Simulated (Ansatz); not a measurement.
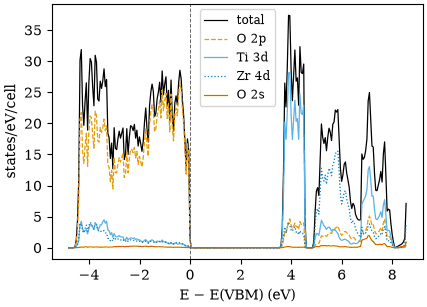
Total and projected density of states of ZrTiO$_{4}$ in space group Pbcn (No. 60; Zr on 4c, Ti on 4c, O on 8d, O on 8d), r²SCAN in the plane-wave PAW code Ansatz

Task: Which orbitals carry the states next to the gap?

Result: Top 1 eV of the valence band: O 2p 93 %. Bottom 1 eV of the conduction band: Ti 3d 76 %, O 2p 12 %, Zr 4d 10 %. Projections are on Löwdin-orthogonalised atomic valence shells; empty p or d shells of many metals are not among them.

Task: Where is the tallest occupied peak in this window, and what makes it?

Result: Near -4.3 eV, about 32 states/eV per cell; the largest projected share is O 2p.

The start of the workflow was typed in or built on a structure type; neither database checked (COD, Materials Project) lists it. Whether it is the stable phase at ambient conditions was not checked. The r²SCAN relaxation kept the symmetry of its start; its stability against distortions is not shown here. The workflow began spin-polarised and lost its moments. Spin–orbit coupling is left out wherever it is not named.

Potentials: the later of the program's two PAW sets.
